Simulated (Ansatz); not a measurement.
**CH₅GeN: single points with varied inputs**

Aim: run CH₅GeN under a spread of inputs, and see what each costs and gives.

Program: Ansatz 0.2.0, Gaussian basis. Level of theory: the settings change from run to run. These are calculated values, not measurements.

## (1) The geometry

An earlier PBE0-D4 in a triple-zeta def2 set relaxation fixed the geometry.

8 atoms, charge 0, spin multiplicity 1.

Atoms are counted from 1 here; the program's logs count them from 0.

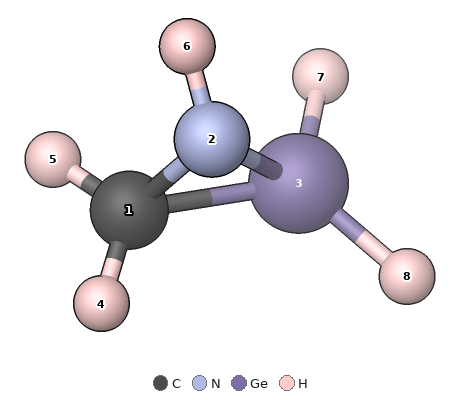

The structure; carbon dark grey, nitrogen light blue, germanium purple, hydrogen pink; atoms are numbered from 1 in the order of the file.

## (2) B2GP-PLYP/pcseg-2

Set apart from the defaults: a grid of angular degree 23.

File in.yaml:

```yaml
crystal:
  periodic: [false, false, false]
  atoms:
    - {symbol: C, position_ang: [-0.653675, 0.443204, -0.552971]}
    - {symbol: N, position_ang: [-0.301882, 0.598712, 0.871071]}
    - {symbol: Ge, position_ang: [0.554278, -0.890460, 0.107180]}
    - {symbol: H, position_ang: [-1.694891, 0.188167, -0.728691]}
    - {symbol: H, position_ang: [-0.260376, 1.163318, -1.267842]}
    - {symbol: H, position_ang: [0.310019, 1.392866, 1.020794]}
    - {symbol: H, position_ang: [2.040119, -0.735160, -0.203239]}
    - {symbol: H, position_ang: [0.098509, -2.217747, 0.697898]}
basis:
  gaussian: {orbitals: pcseg-2, final_grid: {core_spheres: 8, valence_spheres: 7, degree: 23}}
hamiltonian: {xc: {name: B2GP-PLYP}}
output: {forces: true}
```

Command:

```
> ansatz run in.yaml --threads 2 --pin off --events-out ev --progress --plain --max-ram 4352MiB
```

The log of the run:

```text
Functional definition: B2GP-PLYP
  name "B2GP-PLYP"
  cite "Karton, Tarnopolsky, Lamère, Schatz & Martin, J. Phys. Chem. A 112, 12868 (2008) doi:10.1021/jp801805p"
  cite "Becke, Phys. Rev. A 38, 3098 (1988) doi:10.1103/PhysRevA.38.3098"
  cite "Lee, Yang & Parr, Phys. Rev. B 37, 785 (1988) doi:10.1103/PhysRevB.37.785"
  parameter a = 0.65
  parameter c = 0.36
  exchange = (1 - a)*b88_x + a*exact_x
  correlation = (1 - c)*lyp_c + c*(mp2_os + mp2_ss)
1034 factors; integrals over basis functions are off by at most 1.1e-3 eV
mean field evaluation 1: about -59097.0577 eV, gradient 5.1e1 eV
mean field evaluation 2: about -59097.1752 eV, gradient 5.0e1 eV
mean field evaluation 4: about -59102.8986 eV, gradient 4.5e0 eV
mean field evaluation 8: about -59102.9567 eV, gradient 4.4e-1 eV
mean field evaluation 16: about -59102.9573 eV, gradient 1.5e-4 eV
mean field -59102.95729421 eV, -2171.9936191387 hartree, gradient 9.5e-6 eV, S^2 0.000000; 0 other end points of the search recorded, 0 dependent functions left out
11 core orbitals not correlated: weight in the atoms' cores, before any rotation towards them, 1.000 or more for the frozen orbitals, at most 0.000 for the correlated occupied ones
reference -59102.95742334 eV, -2171.9936238842 hartree; 14, 14 occupied and 148, 148 virtual orbitals, 1034 factors
second order -18.34655573 eV of doubles, -0.00000000 eV of singles
the calculation of the forces begins
Total energy: -59109.56218340 eV, -2172.2363443396 hartree
Atom 0 at    -0.653675     0.443204    -0.552971 Å, force    -0.190537     0.042132    -0.356887 eV/Å
Atom 1 at    -0.301882     0.598712     0.871071 Å, force     0.118112     0.175319     0.184627 eV/Å
Atom 2 at     0.554278    -0.890460     0.107180 Å, force     0.142388    -0.175063     0.037962 eV/Å
Atom 3 at    -1.694891     0.188167    -0.728691 Å, force     0.208515     0.051993     0.042855 eV/Å
Atom 4 at    -0.260376     1.163318    -1.267842 Å, force    -0.067001    -0.121376     0.146845 eV/Å
Atom 5 at     0.310019     1.392866     1.020794 Å, force    -0.089490    -0.108340    -0.009939 eV/Å
Atom 6 at     2.040119    -0.735160    -0.203239 Å, force    -0.179221    -0.023063     0.031605 eV/Å
Atom 7 at     0.098509    -2.217747     0.697898 Å, force     0.057235     0.158398    -0.077070 eV/Å
Dipole moment:     0.247170    -0.016008    -0.235806 e Å
```

Run time: 8.5 s. Hardware: 2 threads of Arm Neoverse V1, shared host; peak memory 0.53 GiB.

Largest force 0.407 eV/Å, dipole 1.64 D.

## (3) r2SCANh/def2-mTZVPP

Options: charge -1, multiplicity 2, density fitting with def2-universal-jkfit, finite nuclei, D4 dispersion.

in.yaml: that of step 2 with these lines changed.

```diff
@@ -12,4 +12,5 @@
 basis:
-  gaussian: {orbitals: pcseg-2, final_grid: {core_spheres: 8, valence_spheres: 7, degree: 23}}
-hamiltonian: {xc: {name: B2GP-PLYP}}
-output: {forces: true}
+  gaussian: {orbitals: def2-mTZVPP, fitting: {mean_field: def2-universal-jkfit}, nuclear_model: gaussian}
+total_charge: -1
+magnetization: {spin_polarized: true, initial_magnetization: 1}
+hamiltonian: {xc: {name: r2SCANh}, dispersion: d4}
```

Launched as before.

The log of the run:

```text
Functional definition: r2SCANh
  name "r2SCANh"
  cite "Bursch, Neugebauer, Ehlert & Grimme, J. Chem. Phys. 156, 134105 (2022) doi:10.1063/5.0086040"
  cite "Furness, Kaplan, Ning, Perdew & Sun, J. Phys. Chem. Lett. 11, 8208 (2020) doi:10.1021/acs.jpclett.0c02405"
  cite "Furness, Kaplan, Ning, Perdew & Sun, J. Phys. Chem. Lett. 11, 9248 (2020) doi:10.1021/acs.jpclett.0c03077"
  parent r2scan
  parameter a = 0.1
  parameter k0 = 0.174
  parameter k1 = 0.065
  parameter a1 = 4.9479
  exchange = (1 - a)*r2scan_x(k0 = k0, k1 = k1, a1 = a1) + a*exact_x
  correlation = r2scan_c
508 factors; integrals over basis functions are off by at most 4.0e-1 eV
mean field evaluation 1: about -59119.4677 eV, gradient 2.5e1 eV
mean field evaluation 2: about -59116.1295 eV, gradient 3.8e1 eV
mean field evaluation 4: about -59121.7256 eV, gradient 1.9e0 eV
mean field evaluation 8: about -59121.7453 eV, gradient 9.3e-2 eV
mean field evaluation 16: about -59121.7455 eV, gradient 2.2e-4 eV
mean field -59121.74545227 eV, -2172.6840712126 hartree, gradient 3.5e-5 eV, S^2 0.756315; 2 other end points of the search recorded, 0 dependent functions left out
reference -59121.74546213 eV, -2172.6840715749 hartree; 26, 25 occupied and 78, 79 virtual orbitals, 508 factors
Total energy: -59121.78626903 eV, -2172.6855712007 hartree
```

Wall time 5.5 s (2 threads of Arm Neoverse V1, shared host).

⟨S²⟩ 0.756.

## (4) B2PLYP/aug-cc-pVDZ

Set apart from the defaults: charge +1, multiplicity 2, a point charge of 0.50 e beside it.

in.yaml: that of step 3 with these lines changed.

```diff
@@ -12,5 +12,6 @@
 basis:
-  gaussian: {orbitals: def2-mTZVPP, fitting: {mean_field: def2-universal-jkfit}, nuclear_model: gaussian}
-total_charge: -1
+  gaussian: {orbitals: aug-cc-pVDZ, point_charges: [{charge: 0.50, position_ang: [6.553, -0.619, 0.785]}]}
+total_charge: 1
 magnetization: {spin_polarized: true, initial_magnetization: 1}
-hamiltonian: {xc: {name: r2SCANh}, dispersion: d4}
+hamiltonian: {xc: {name: B2PLYP}}
+output: {forces: true}
```

The command is unchanged.

The log of the run:

```text
Functional definition: B2PLYP
  name "B2PLYP"
  cite "Grimme, J. Chem. Phys. 124, 034108 (2006) doi:10.1063/1.2148954"
  cite "Becke, Phys. Rev. A 38, 3098 (1988) doi:10.1103/PhysRevA.38.3098"
  cite "Lee, Yang & Parr, Phys. Rev. B 37, 785 (1988) doi:10.1103/PhysRevB.37.785"
  parameter a = 0.53
  parameter c = 0.27
  exchange = (1 - a)*b88_x + a*exact_x
  correlation = (1 - c)*lyp_c + c*(mp2_os + mp2_ss)
1295 factors; integrals over basis functions are off by at most 7.9e-4 eV
mean field evaluation 1: about -59073.9999 eV, gradient 6.1e1 eV
mean field evaluation 2: about -59074.0094 eV, gradient 6.1e1 eV
mean field evaluation 4: about -59094.8985 eV, gradient 1.3e1 eV
mean field evaluation 8: about -59097.1389 eV, gradient 5.7e-1 eV
mean field evaluation 16: about -59097.1475 eV, gradient 7.9e-3 eV
mean field evaluation 32: about -59079.0313 eV, gradient 3.6e1 eV
mean field evaluation 64: about -59088.3011 eV, gradient 5.6e0 eV
mean field -59097.14746998 eV, -2171.7801120366 hartree, gradient 5.9e-6 eV, S^2 0.761570; 2 other end points of the search recorded, 0 dependent functions left out
11 core orbitals not correlated: weight in the atoms' cores, before any rotation towards them, 1.000 or more for the frozen orbitals, at most 0.000 for the correlated occupied ones
reference -59097.14762696 eV, -2171.7801178054 hartree; 14, 13 occupied and 102, 103 virtual orbitals, 1295 factors
second order -14.07527712 eV of doubles, -0.00000000 eV of singles
the calculation of the forces begins
Total energy: -59100.94795178 eV, -2171.9197771667 hartree
Atom 0 at    -0.653675     0.443204    -0.552971 Å, force    -0.816592     2.149986     0.761971 eV/Å
Atom 1 at    -0.301882     0.598712     0.871071 Å, force    -0.354804     0.498205    -1.386691 eV/Å
Atom 2 at     0.554278    -0.890460     0.107180 Å, force     1.436826    -3.121445     0.664722 eV/Å
Atom 3 at    -1.694891     0.188167    -0.728691 Å, force    -0.232559    -0.899256    -0.087335 eV/Å
Atom 4 at    -0.260376     1.163318    -1.267842 Å, force    -0.074017     0.416012     0.039536 eV/Å
Atom 5 at     0.310019     1.392866     1.020794 Å, force     0.185628     0.671887     0.182023 eV/Å
Atom 6 at     2.040119    -0.735160    -0.203239 Å, force    -0.086964     0.215211     0.074855 eV/Å
Atom 7 at     0.098509    -2.217747     0.697898 Å, force    -0.225588     0.076985    -0.269245 eV/Å
Dipole moment:    -0.076518     0.303055    -0.203899 e Å
```

Run time: 30 s. Hardware: 2 threads of Arm Neoverse V1, shared host; peak memory 0.81 GiB.

Largest force 3.500 eV/Å, ⟨S²⟩ 0.762.

## (5) r2SCAN/cc-pVDZ

in.yaml: that of step 4 with these lines changed.

```diff
@@ -12,6 +12,4 @@
 basis:
-  gaussian: {orbitals: aug-cc-pVDZ, point_charges: [{charge: 0.50, position_ang: [6.553, -0.619, 0.785]}]}
-total_charge: 1
-magnetization: {spin_polarized: true, initial_magnetization: 1}
-hamiltonian: {xc: {name: B2PLYP}}
+  gaussian: {orbitals: cc-pVDZ}
+hamiltonian: {xc: {name: r2SCAN}}
 output: {forces: true}
```

Same command.

The log of the run:

```text
Functional definition: r2SCAN
  name "r2SCAN"
  cite "Furness, Kaplan, Ning, Perdew & Sun, J. Phys. Chem. Lett. 11, 8208 (2020) doi:10.1021/acs.jpclett.0c02405"
  cite "Furness, Kaplan, Ning, Perdew & Sun, J. Phys. Chem. Lett. 11, 9248 (2020) doi:10.1021/acs.jpclett.0c03077"
  parent r2scan
  parameter k0 = 0.174
  parameter k1 = 0.065
  parameter a1 = 4.9479
  exchange = r2scan_x(k0 = k0, k1 = k1, a1 = a1)
  correlation = r2scan_c
1043 factors; their error is unknown
mean field evaluation 1: about -59113.6555 eV, gradient 6.0e1 eV
mean field evaluation 2: about -59034.6283 eV, gradient 1.6e2 eV
mean field evaluation 4: about -59121.8553 eV, gradient 1.6e1 eV
mean field evaluation 8: about -59122.4108 eV, gradient 2.2e-1 eV
mean field evaluation 16: about -59122.3861 eV, gradient 4.7e-5 eV
mean field -59122.38606097 eV, -2172.7076131479 hartree, gradient 4.7e-5 eV, S^2 0.000000; 0 other end points of the search recorded, 0 dependent functions left out
the calculation of the forces begins
reference -59122.38607009 eV, -2172.7076134831 hartree; 25, 25 occupied and 55, 55 virtual orbitals, 1043 factors
Total energy: -59122.38607009 eV, -2172.7076134831 hartree
Atom 0 at    -0.653675     0.443204    -0.552971 Å, force     0.125772     0.052996     0.098459 eV/Å
Atom 1 at    -0.301882     0.598712     0.871071 Å, force    -0.535734    -0.102142     0.365075 eV/Å
Atom 2 at     0.554278    -0.890460     0.107180 Å, force     0.316729    -0.414811    -0.114232 eV/Å
Atom 3 at    -1.694891     0.188167    -0.728691 Å, force    -0.360479    -0.123385    -0.058870 eV/Å
Atom 4 at    -0.260376     1.163318    -1.267842 Å, force     0.146896     0.241380    -0.292717 eV/Å
Atom 5 at     0.310019     1.392866     1.020794 Å, force     0.319656     0.327347    -0.002801 eV/Å
Atom 6 at     2.040119    -0.735160    -0.203239 Å, force     0.009986     0.014764    -0.028443 eV/Å
Atom 7 at     0.098509    -2.217747     0.697898 Å, force    -0.022825     0.003851     0.033529 eV/Å
Dipole moment:     0.215227     0.039169    -0.203195 e Å
```

Run time: 2.7 s. Hardware: 2 threads of Arm Neoverse V1, shared host.

Largest force 0.656 eV/Å, dipole 1.43 D.

## (6) wPBEh/pcseg-2

Set apart from the defaults: charge -1, multiplicity 2, a point charge of 1.00 e beside it.

in.yaml: that of step 5 with these lines changed.

```diff
@@ -12,4 +12,6 @@
 basis:
-  gaussian: {orbitals: cc-pVDZ}
-hamiltonian: {xc: {name: r2SCAN}}
+  gaussian: {orbitals: pcseg-2, point_charges: [{charge: 1.00, position_ang: [4.863, -0.132, 0.634]}]}
+total_charge: -1
+magnetization: {spin_polarized: true, initial_magnetization: 1}
+hamiltonian: {xc: {name: wPBEh}}
 output: {forces: true}
```

Same command.

The log of the run:

```text
Functional definition: wPBEh
  name "wPBEh"
  cite "Heyd, Scuseria & Ernzerhof, J. Chem. Phys. 118, 8207 (2003) doi:10.1063/1.1564060"
  cite "Krukau, Vydrov, Izmaylov & Scuseria, J. Chem. Phys. 125, 224106 (2006) doi:10.1063/1.2404663"
  cite "Heyd & Scuseria, J. Chem. Phys. 120, 7274 (2004) doi:10.1063/1.1668634"
  cite "Ernzerhof & Perdew, J. Chem. Phys. 109, 3313 (1998) doi:10.1063/1.476928"
  cite "Perdew, Burke & Ernzerhof, Phys. Rev. Lett. 77, 3865 (1996) doi:10.1103/PhysRevLett.77.3865"
  parent pbe
  parameter a = 0.25
  parameter omega = 0.11/bohr
  exchange = wpbe_x - a*pbe_x_sr(omega) + a*exact_x_sr(omega)
  correlation = pbe_c
967 factors; their error is unknown
73 factors; integrals over basis functions are off by at most 5.4e-7 eV
mean field evaluation 1: about -59116.9575 eV, gradient 2.4e1 eV
mean field evaluation 2: about -59114.5196 eV, gradient 3.3e1 eV
mean field evaluation 4: about -59119.3993 eV, gradient 1.6e0 eV
mean field evaluation 8: about -59119.4104 eV, gradient 6.7e-2 eV
mean field evaluation 16: about -59119.6193 eV, gradient 4.2e-4 eV
mean field evaluation 32: about -59118.5808 eV, gradient 1.7e0 eV
mean field -59119.61926194 eV, -2172.6059351590 hartree, gradient 1.6e-5 eV, S^2 0.752233; 4 other end points of the search recorded, 0 dependent functions left out
the calculation of the forces begins
reference -59119.61931129 eV, -2172.6059369726 hartree; 26, 25 occupied and 147, 148 virtual orbitals, 967 factors
Total energy: -59119.61931129 eV, -2172.6059369726 hartree
Atom 0 at    -0.653675     0.443204    -0.552971 Å, force    -0.699139     0.264754    -0.103127 eV/Å
Atom 1 at    -0.301882     0.598712     0.871071 Å, force     0.026101    -0.025972     0.090613 eV/Å
Atom 2 at     0.554278    -0.890460     0.107180 Å, force     0.205862    -0.469755    -0.736427 eV/Å
Atom 3 at    -1.694891     0.188167    -0.728691 Å, force    -0.057365     0.173438     0.011656 eV/Å
Atom 4 at    -0.260376     1.163318    -1.267842 Å, force     0.011190     0.008637     0.024029 eV/Å
Atom 5 at     0.310019     1.392866     1.020794 Å, force     0.116653     0.057712    -0.005629 eV/Å
Atom 6 at     2.040119    -0.735160    -0.203239 Å, force     2.459270     0.659816     0.691688 eV/Å
Atom 7 at     0.098509    -2.217747     0.697898 Å, force    -0.316884    -0.298408     0.503126 eV/Å
Dipole moment:    -1.515178     0.098435    -0.274349 e Å
```

Wall time 12 s (2 threads of Arm Neoverse V1, shared host); peak memory 0.5 GiB.

Largest force 2.639 eV/Å, ⟨S²⟩ 0.752.

[end of part 1 of 2]
